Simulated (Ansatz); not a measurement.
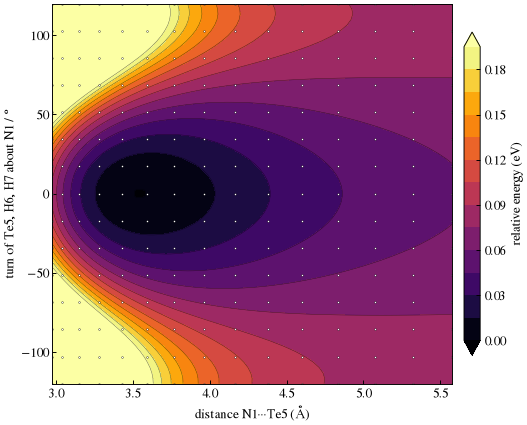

The pair H₃N···H₂Te. The turn is about an axis along (−0.78, −0.62, −0.09) in the frame of the relaxed pair, normal to the line between the partners. Coordinates scanned: (1) distance N1···Te5; (2) turn of Te5, H6, H7 about N1. The grid has 15 × 15 points. Points are written as (first, second). All energies are given in eV relative to the lowest grid point. The calculation used Ansatz 0.2.0, RHF/def2-TZVPD.

Drawn: filled contours, dots at the grid points, one colour for all values above the top of the scale. Between grid points the surface is interpolated.

The lowest grid point is at (3.592 Å, 0.0°). No other kind of well shows on this grid. The highest grid point, (2.976 Å, 120.0°), lies 0.980 eV above the lowest. Round the minimum the two coordinates are nearly uncoupled.

The level of theory is changed to Ansatz 0.2.0, RKS PBE0-D4/def2-TZVPD; with it change the reference geometry, relaxed at the new level; the new grid has 15 × 15 points.

**What will the new map look like?**

The minimum (interpolated where it lies between grid points) moves from about (3.544 Å, 0°) to about (3.136 Å, 0°). The curvature at the minimum changes from about 0.24 to 0.62 eV/Å² along distance N1···Te5 and from about 0.16 to 0.24 eV/rad² along turn of Te5, H6, H7 about N1.

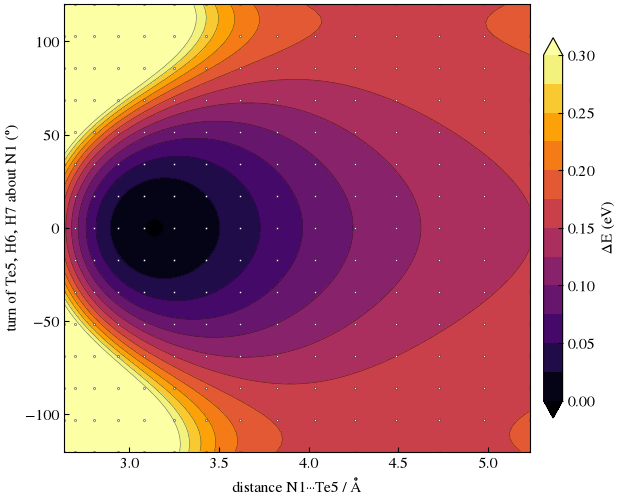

The map after the change, on a colour scale of its own. In the figure: filled contours, dots at the grid points, one colour for all values above the top of the scale. Between grid points the surface is interpolated.
